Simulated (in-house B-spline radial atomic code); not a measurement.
# Co⁹⁺: excited configurations

Wanted: excitation energies of Co⁹⁺ as differences of total energies (ΔSCF).

Method: Dirac-Hartree-Fock, average of configuration, Fermi nucleus, basis-set limit. Code: in-house B-spline radial atomic code version 1.

## Step 1: The atom as given

| Item | Value |
| --- | --- |
| element | cobalt (Z = 27) |
| charge | +9 |
| electrons | 18 |
| configuration | [Ne] 3s2 3p6 |
| Hamiltonian | Dirac-Coulomb |
| nucleus | Fermi, rms radius 3.788 fm |

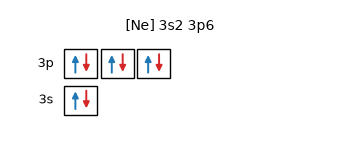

Occupation of the outer shells (arrows by Hund's rule).

Input settings:

```ini
Z = 27
electrons = 18.0
configuration = [Ne] 3s2 3p6
hamiltonian = dirac
method = hf
spin_polarised = False
nucleus = fermi
rms_radius = 3.7875
mass_number = 59
atomic_mass = 58.933193524
speed_of_light = 137.035999084
```

The reference is known from an earlier run: -1364.448826 hartree in all. Up to eight levels, counted from the top:

```csv
orbital,occupation,energy (eV),<r> (bohr)
1s1/2,2,-8003.66,0.05617
2s1/2,2,-1194.21,0.2531
2p1/2,2,-1061.32,0.2214
2p3/2,4,-1046.27,0.2244
3s1/2,2,-323.35,0.7056
3p1/2,2,-277.44,0.7129
3p3/2,4,-274.93,0.7188
```

## Step 2: Run with [Ne] 3s2 3p5 5g1

Input settings:

```ini
Z = 27
electrons = 18.0
configuration = [Ne] 3s2 3p5 5g1
hamiltonian = dirac
method = hf
spin_polarised = False
nucleus = fermi
rms_radius = 3.7875
mass_number = 59
atomic_mass = 58.933193524
speed_of_light = 137.035999084
```

## Step 3: Configuration [He] 2s2 2p5 3s2 3p6 6p1

Changes to the settings of step 2:

```diff
@@ -2,3 +2,3 @@
 electrons = 18.0
-configuration = [Ne] 3s2 3p5 5g1
+configuration = [He] 2s2 2p5 3s2 3p6 6p1
 hamiltonian = dirac
```

## Step 4: Configuration [Ne] 3s2 3p5 5p1

Changes to the settings of step 3:

```diff
@@ -2,3 +2,3 @@
 electrons = 18.0
-configuration = [He] 2s2 2p5 3s2 3p6 6p1
+configuration = [Ne] 3s2 3p5 5p1
 hamiltonian = dirac
```

## Step 5: Run with [Ne] 3s1 3p6 4p1

Changes to the settings of step 4:

```diff
@@ -2,3 +2,3 @@
 electrons = 18.0
-configuration = [Ne] 3s2 3p5 5p1
+configuration = [Ne] 3s1 3p6 4p1
 hamiltonian = dirac
```

## Step 6: Configuration [He] 2s2 2p5 3s2 3p6 5f1

Changes to the settings of step 5:

```diff
@@ -2,3 +2,3 @@
 electrons = 18.0
-configuration = [Ne] 3s1 3p6 4p1
+configuration = [He] 2s2 2p5 3s2 3p6 5f1
 hamiltonian = dirac
```

## Step 7: [He] 2s2 2p5 3s2 3p6 7s1

Changes to the settings of step 6:

```diff
@@ -2,3 +2,3 @@
 electrons = 18.0
-configuration = [He] 2s2 2p5 3s2 3p6 5f1
+configuration = [He] 2s2 2p5 3s2 3p6 7s1
 hamiltonian = dirac
```

Before running: How far above the reference does each configuration lie (order and size, in eV)?

The runs gave:

| net move | configuration | energy above the reference (eV) | with Breit, QED, recoil (eV) | largest <r> (bohr) |
| --- | --- | --- | --- | --- |
| 3s → 4p | [Ne] 3s1 3p6 4p1 | 198.62 | 198.49 | 1.59 |
| 3p → 5p | [Ne] 3s2 3p5 5p1 | 202.49 | 202.40 | 2.76 |
| 3p → 5g | [Ne] 3s2 3p5 5g1 | 220.19 | 220.09 | 2.74 |
| 2p → 5f | [He] 2s2 2p5 3s2 3p6 5f1 | 985.20 | 984.44 | 2.98 |
| 2p → 6p | [He] 2s2 2p5 3s2 3p6 6p1 | 993.70 | 992.96 | 4.18 |
| 2p → 7s | [He] 2s2 2p5 3s2 3p6 7s1 | 1005.83 | 1005.09 | 5.70 |

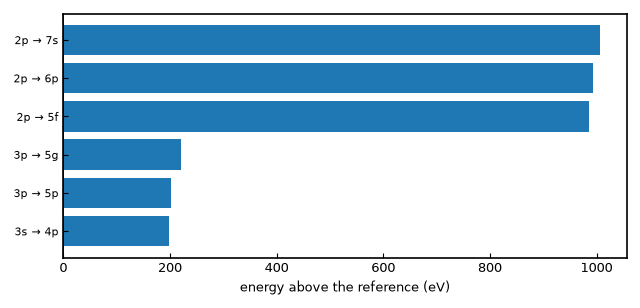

Energy of each configuration above the reference.

Quantum defects of the promoted electron, δ = n − ζ/√(−2ε) with ζ = 10 and ε its orbital energy in hartree:

| promotion | δ |
| --- | --- |
| 3s → 4p | 0.684 |
| 3p → 5p | 0.660 |
| 3p → 5g | 0.005 |
| 2p → 5f | 0.093 |
| 2p → 6p | 0.676 |
| 2p → 7s | 0.841 |

The energies run from 198.62 eV (3s → 4p) to 1005.83 eV (2p → 7s). 3 of them lie more than 2 % above the ionisation threshold that Koopmans' theorem gives (274.93 eV), where such states can decay by emitting an electron. Of those tabulated, the defect is largest for 7s (0.84) and least for 5g (0.00): low angular momentum penetrates the core, high angular momentum stays outside it. Two partly filled shells share a symmetry and can mix in the average, which may lower the energy, for: 3p → 5p; 2p → 6p. These are averages over configurations, without correlation, not spectroscopic levels.
